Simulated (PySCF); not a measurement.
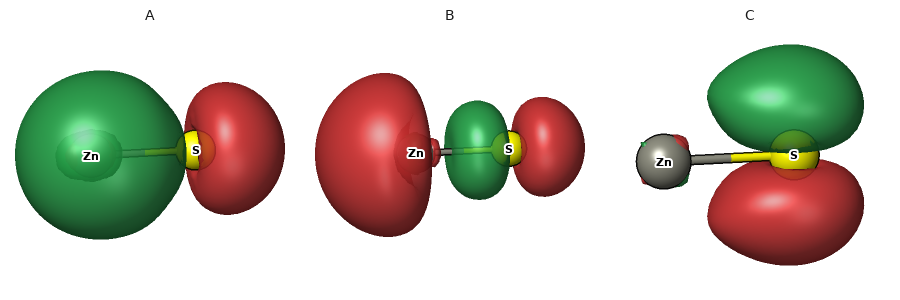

Figure. ZnS. Three frontier orbitals, each drawn at the value that holds 80 % of its norm (green and red are the two phases), in no order; of a degenerate pair one member is drawn.

These are results of PBE0/def2-SVP, non-relativistic Hamiltonian with scalar-relativistic core potentials where named, at a bond length of 2.060 Å (PySCF), not measurements.

**Name the orbitals and rank them from lowest to highest energy.**

Orbital A: σ, occupied, −8.28 eV; shared between the atoms (Zn 50 %, S 50 %).
Orbital C: π, occupied, −5.88 eV; mainly on S (85 %).
Orbital B: σ, empty, −3.64 eV; shared between the atoms (Zn 70 %, S 30 %).
